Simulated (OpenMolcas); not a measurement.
# Single-point calculation, with input and output: CO2

The run: single-point calculation of CO2, SMILES O=C=O. Method and program: HF/6-31G, UHF (OpenMolcas 26.06).

The geometry comes from this level: PBE0-D4/def2-TZVP.

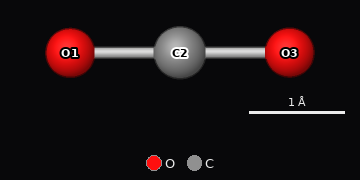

Fig. 1: The structure (ball-and-stick view, seen on its broad side; atoms are numbered from 1 in the order of the input).

### Input file
```
&GATEWAY
 COORD=mol.xyz
 BASIS=6-31G
 GROUP=NoSym
 RICD

&SEWARD

&SCF
 UHF
 SCRAMBLE=0.25
 PRORBITALS=1 1
```

### File mol.xyz
```
3

O      0.371620    -1.091900     0.088230
C      0.000120     0.000050     0.000070
O     -0.371750     1.091850    -0.088290
```

Command:
```bash
export MOLCAS_MEM=1860
pymolcas step1.input > step1.log
```

### The program's output
```
--- Start Module: gateway ---

                                              &GATEWAY

                       available to each process: 1.9 GB of memory, 1 thread

++    Symmetry information:
      ---------------------

                    Character Table for C1

                             E
                    a        1  x, y, xy, Rz, z, xz, Ry, yz, Rx, I
--

++    Basis set information:
      ----------------------

      Basis set label: O.6-31G.........

      Electronic valence basis set:
      ------------------
      Associated Effective Charge   8.000000 au
      Associated Actual Charge      8.000000 au
      Nuclear Model: Point charge

      Shell  nPrim  nBasis  Cartesian Spherical Contaminant
         s      10       3        X
         p       4       2        X

      Basis set label: C.6-31G.........

      Electronic valence basis set:
      ------------------
      Associated Effective Charge   6.000000 au
      Associated Actual Charge      6.000000 au
      Nuclear Model: Point charge

      Shell  nPrim  nBasis  Cartesian Spherical Contaminant
         s      10       3        X
         p       4       2        X

      Basis set label: O.6-31G.........

      Electronic valence basis set:
      ------------------
      Associated Effective Charge   8.000000 au
      Associated Actual Charge      8.000000 au
      Nuclear Model: Point charge

      Shell  nPrim  nBasis  Cartesian Spherical Contaminant
         s      10       3        X
         p       4       2        X
--

++    Molecular structure info:
      -------------------------

                    ************************************************
                    **** Cartesian Coordinates / bohr, angstrom ****
                    ************************************************

     Center  Label                x              y              z                     x              y              z
        1      O1               0.702260      -2.063392       0.166731              0.371620      -1.091900       0.088230
        2      C2               0.000227       0.000094       0.000132              0.000120       0.000050       0.000070
        3      O3              -0.702506       2.063297      -0.166844             -0.371750       1.091850      -0.088290

                    ***************************************
                    *    InterNuclear Distances / bohr    *
                    ***************************************

               1 O1            2 C2            3 O3
    1 O1       0.000000
    2 C2       2.185997        0.000000
    3 O3       4.371979        2.185983        0.000000

                    *******************************************
                    *    InterNuclear Distances / angstrom    *
                    *******************************************

               1 O1            2 C2            3 O3
    1 O1       0.000000
    2 C2       1.156780        0.000000
    3 O3       2.313552        1.156772        0.000000

                    **************************************
                    *    Valence Bond Angles / degree    *
                    **************************************
                          Atom centers                 Phi
                      1 O1       2 C2       3 O3       179.98
--

            Nuclear Potential Energy             58.55471184 au

--- Stop Module: gateway /rc=_RC_ALL_IS_WELL_ ---

--- Start Module: seward ---

                                              &SEWARD

                       available to each process: 1.9 GB of memory, 1 thread

               SEWARD will generate:
                  Multipole Moment integrals up to order  2
                  Kinetic Energy integrals
                  Nuclear Attraction integrals (point charge)
                  One-Electron Hamiltonian integrals
                  Velocity integrals
                  Orbital angular momentum around ( -0.0000  -0.0000  -0.0000 )
                  Velocity quadrupole around ( -0.0000  -0.0000  -0.0000 )
                  RI decomposed two-electron repulsion integrals stored Cholesky style
                   - acCD auxiliary basis
                   - CD Threshold:   1.00E-04

                   Integrals are discarded if absolute value <: 1.00E-14
                   Integral cutoff threshold is set to       <: 1.00E-16

            Nuclear Potential Energy             58.55471184 au

      Basis set specifications :
      Symmetry species         a
      Basis functions           27

--- Stop Module: seward /rc=_RC_ALL_IS_WELL_ ---

--- Start Module: scf ---

                                                &SCF

                       available to each process: 1.9 GB of memory, 1 thread

++    Input section:
      --------------

      Header of the integral files:

      Cartesian coordinates in angstrom:
      -----------------------------------------------------
      No.  Label        X            Y            Z
      -----------------------------------------------------
       1   O1         0.37162000  -1.09190000   0.08823000
       2   C2         0.00012000   0.00005000   0.00007000
       3   O3        -0.37175000   1.09185000  -0.08829000
      -----------------------------------------------------
      Nuclear repulsion energy =   58.55471184
--

++    Orbital specifications:
      -----------------------

      Symmetry species               1
                                     a
      Frozen orbitals                0
      Occupied orbitals alpha       11
      Occupied orbitals beta        11
      Secondary orbitals alpha      16
      Secondary orbitals beta       16
      Deleted orbitals               0
      Total number of orbitals      27
      Number of basis functions     27
--

      Molecular charge                           0.000

++    Optimization specifications:
      ----------------------------

      SCF Algorithm: LK-RI/DF USCF
      LK screening threshold:                     4.50E-02
      Local-Exchange (LK) algorithm.
       - the density matrix is decomposed
      The actual AO density is used
      Number of density matrices in core                 5
      Maximum number of NDDO SCF iterations            400
      Maximum number of HF SCF iterations              400
      Threshold for SCF energy change             1.00E-09
      Threshold for density matrix                1.00E-04
      Threshold for Fock matrix                   1.50E-04
      Threshold for linear dependence             1.00E-09
      Threshold at which DIIS is turned on        1.50E-01
      Maximum depth in the DIIS procedure                5
      Maximum depth in the BFGS Hessian update          30
      Threshold at which QNR/C2DIIS is turned on  7.50E-02
      Threshold for Norm(delta) (QNR/C2DIIS)      1.00E-03
      All orbitals punched on: UHFORB
--

      Input vectors read from INPORB
      Orbital file label: *Guess orbitals
      Start orbitals are scrambled in order to introduce symmetry breaking

++ Convergence information
                               UHF SCF        iterations: Energy and convergence statistics

Iter     Tot. SCF        One-elec.       Two-elec.     Energy      Max Dij or  Max Fij      DNorm      TNorm      AccCon     Time
         Energy          Energy          Energy        Change      Delta Norm                                                in Sec.
   1  -187.114562197  -369.875565462   124.206291430   0.00E+00    5.02E-01*   2.49E-01*    5.52E+00   6.34E+01   None         0.
   2  -184.794018816  -365.700873595   122.352142944   2.32E+00*   3.15E-01*   4.22E-01*    1.90E+01   6.35E+01   EDIIS        0.
   3  -187.439800128  -371.837284247   125.842772283  -2.65E+00*   2.42E-01*   1.19E-01*    5.85E+00   6.40E+01   EDIIS        0.
   4  -187.480484856  -372.710752275   126.675555583  -4.07E-02*   6.42E-02*   5.12E-02*    5.76E+00   6.41E+01   EDIIS        0.
   5  -187.507552621  -371.789445467   125.727181011  -2.71E-02*   1.99E-02*   1.34E-02*    5.80E+00   6.40E+01   c2DIIS       0.
   6  -187.511782019  -372.070178434   126.003684579  -4.23E-03*   3.31E-02*   9.45E-03*    5.79E+00   6.40E+01   QNRc2DIIS    0.
   7  -187.511899878  -372.067414590   126.000802877  -1.18E-04*   1.68E-02*   5.36E-03*    5.79E+00   6.40E+01   QNRc2DIIS    0.
   8  -187.512045917  -372.064499206   125.997741454  -1.46E-04*   3.12E-02*   2.21E-03*    5.79E+00   6.40E+01   QNRc2DIIS    0.
   9  -187.512120075  -372.065754049   125.998922138  -7.42E-05*   9.38E-03*   8.11E-04*    5.79E+00   6.40E+01   QNRc2DIIS    0.
  10  -187.512128425  -372.067239955   126.000399694  -8.35E-06*   1.02E-02*   8.15E-04*    5.79E+00   6.40E+01   QNRc2DIIS    0.
  11  -187.512135281  -372.062652539   125.995805422  -6.86E-06*   1.86E-03*   3.51E-04*    5.79E+00   6.40E+01   QNRc2DIIS    0.
  12  -187.512136419  -372.064949182   125.998100928  -1.14E-06*   3.52E-03*   2.47E-04*    5.79E+00   6.40E+01   QNRc2DIIS    0.
  13  -187.512137313  -372.065943632   125.999094484  -8.94E-07*   5.03E-04    8.67E-05     5.79E+00   6.40E+01   QNRc2DIIS    0.
  14  -187.512137365  -372.066326873   125.999477672  -5.24E-08*   8.77E-04    7.00E-05     5.79E+00   6.40E+01   QNRc2DIIS    0.
  15  -187.512137419  -372.066149694   125.999300440  -5.35E-08*   1.75E-04    2.19E-05     5.79E+00   6.40E+01   QNRc2DIIS    0.
  16  -187.512137423  -372.066164258   125.999315000  -4.47E-09*   1.17E-04    9.32E-06     5.79E+00   6.40E+01   QNRc2DIIS    0.
  17  -187.512137425  -372.066157600   125.999308340  -1.48E-09*   6.10E-06    1.09E-06     5.79E+00   6.40E+01   QNRc2DIIS    0.
  18  -187.512137425  -372.066157454   125.999308194  -1.08E-11    2.39E-06    3.98E-07     5.79E+00   6.40E+01   QNRc2DIIS    0.

       Convergence after  18 Iterations
--

 *****************************************************************************************************************************
 *                                             SCF/KS-DFT Program, Final results                                             *
 *                                                       Final Results                                                       *
 *****************************************************************************************************************************

::    Total SCF energy                               -187.5121374247
      One-electron energy                            -372.0661574536
      Two-electron energy                             125.9993081936
      Nuclear repulsion energy                         58.5547118354
      Kinetic energy (interpolated)                   187.3905495811
      Virial theorem                                    1.0006488473
      Total spin, S(S+1)                                0.0000000000
      Total spin, S                                     0.0000000000
      Max non-diagonal density matrix element           0.0000012967
      Max non-diagonal Fock matrix element              0.0000002374

      All orbitals with orbital energies smaller than  E(LUMO)+0.5 are printed

++    Molecular orbitals:
      -------------------

      Title: UHF orbitals (alpha)

      Molecular orbitals for symmetry species 1: a

          Orbital            1         2         3         4         5         6         7         8         9        10
          Energy          -20.6793  -20.6792  -11.5060   -1.5704   -1.5201   -0.7950   -0.7384   -0.7353   -0.7353   -0.5374
          Occ. No.          1.0000    1.0000    1.0000    1.0000    1.0000    1.0000    1.0000    1.0000    1.0000    1.0000

          Orbital           11        12        13        14        15        16        17
          Energy           -0.5374    0.1851    0.1851    0.2384    0.5150    0.6527    0.6527
          Occ. No.          1.0000    0.0000    0.0000    0.0000    0.0000    0.0000    0.0000

--

      All orbitals with orbital energies smaller than  E(LUMO)+0.5 are printed

++    Molecular orbitals:
      -------------------

      Title: UHF orbitals (beta)

      Molecular orbitals for symmetry species 1: a

          Orbital            1         2         3         4         5         6         7         8         9        10
          Energy          -20.6793  -20.6792  -11.5060   -1.5704   -1.5201   -0.7950   -0.7384   -0.7353   -0.7353   -0.5374
          Occ. No.          1.0000    1.0000    1.0000    1.0000    1.0000    1.0000    1.0000    1.0000    1.0000    1.0000

          Orbital           11        12        13        14        15        16        17
          Energy           -0.5374    0.1851    0.1851    0.2384    0.5150    0.6527    0.6527
          Occ. No.          1.0000    0.0000    0.0000    0.0000    0.0000    0.0000    0.0000

--

++    Molecular charges:
      ------------------

      Mulliken charges per centre and basis function type
      ---------------------------------------------------

                            O1                      C2                      O3
                     alpha        beta       alpha        beta       alpha        beta
      1s           0.9990      0.9990      0.9989      0.9989      0.9990      0.9990
      2s           0.4679      0.4679      0.3953      0.3953      0.4679      0.4679
      2px          0.4833      0.4833      0.2790      0.2790      0.4833      0.4833
      2pz          0.4877      0.4877      0.2607      0.2607      0.4877      0.4877
      2py          0.4475      0.4475      0.4268      0.4268      0.4475      0.4475
      *s           0.4911      0.4911      0.0094      0.0094      0.4911      0.4911
      *px          0.3129      0.3129      0.0955      0.0955      0.3129      0.3129
      *pz          0.3270      0.3270      0.1079      0.1079      0.3270      0.3270
      *py          0.1988      0.1988     -0.0042     -0.0042      0.1988      0.1988
      Total        4.2153      4.2153      2.5694      2.5694      4.2153      4.2153
      Total              8.4306                  5.1388                  8.4306

      Charge           -0.4306                  0.8612                 -0.4306

      Total electronic charge=   22.000000

      Total            charge=   -0.000000
--

++    Molecular orbitals:
      -------------------

      Title: Natural orbitals

      Molecular orbitals for symmetry species 1: a

          Orbital            1         2         3         4         5         6         7         8         9        10
          Energy          -20.6793  -20.6792  -11.5060   -1.5704   -1.5201   -0.7950   -0.7384   -0.7353   -0.7353   -0.5374
          Occ. No.          2.0000    2.0000    2.0000    2.0000    2.0000    2.0000    2.0000    2.0000    2.0000    2.0000

          Orbital           11        12        13        14        15        16        17        18        19        20
          Energy           -0.5374    0.1971    0.2036    0.2466    0.5284    0.6571    1.1066    1.0247    0.7183    1.2899
          Occ. No.          2.0000    0.0000    0.0000    0.0000    0.0000    0.0000    0.0000    0.0000    0.0000    0.0000

          Orbital           21        22        23        24        25        26        27
          Energy            1.1428    1.2101    1.0291    1.3021    1.2841    1.9588    2.0703
          Occ. No.          0.0000    0.0000    0.0000    0.0000    0.0000    0.0000    0.0000

--

++    Molecular properties:
      ---------------------

      Charge (e):
                      =   -0.0000
      Dipole Moment (debye):
      Origin of the operator (angstrom)=   -0.0000   -0.0000   -0.0000
                   X=  6.7977E-04               Y=  3.1617E-04               Z=  3.7112E-04           Total=  8.3653E-04
      Quadrupole Moment (debye*angstrom):
      Origin of the operator (angstrom)=   -0.0000   -0.0000   -0.0000
                  XX= -1.5465E+01              XY=  2.2198E+00              XZ= -1.7943E-01              YY= -2.1231E+01
                  YZ=  5.2710E-01              ZZ= -1.4752E+01
      In traceless form (debye*angstrom)
                  XX=  2.5261E+00              XY=  3.3296E+00              XZ= -2.6915E-01              YY= -6.1217E+00
                  YZ=  7.9065E-01              ZZ=  3.5956E+00
--

--- Stop Module: scf /rc=_RC_ALL_IS_WELL_ ---

.##################.
.# Happy landing! #.
.##################.

    Timing: Wall=1.43 User=1.20 System=0.18
```

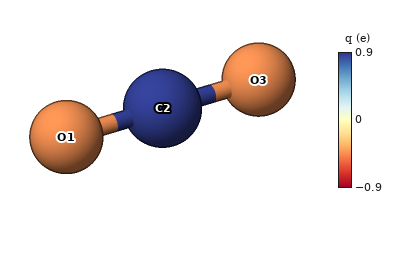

Fig. 2: Mulliken charges, as the colour of each atom (ball-and-stick view, seen at a tilt; atoms are numbered from 1 in the order of the input). By element: O −0.43 and C +0.86 e.

### Key numbers

| quantity | value |
| --- | --- |
| outcome | converged |
| total energy | −187.512137 hartree |
| basis functions | 27 |
| HOMO | −14.62 eV |
| LUMO | 5.04 eV |
| dipole moment | 0.00 debye |
| hardware | 1 thread of Arm Neoverse V2, 24 GiB of memory available, shared host |
| wall time | 1.6 s |
| peak memory | 0.081 GiB |
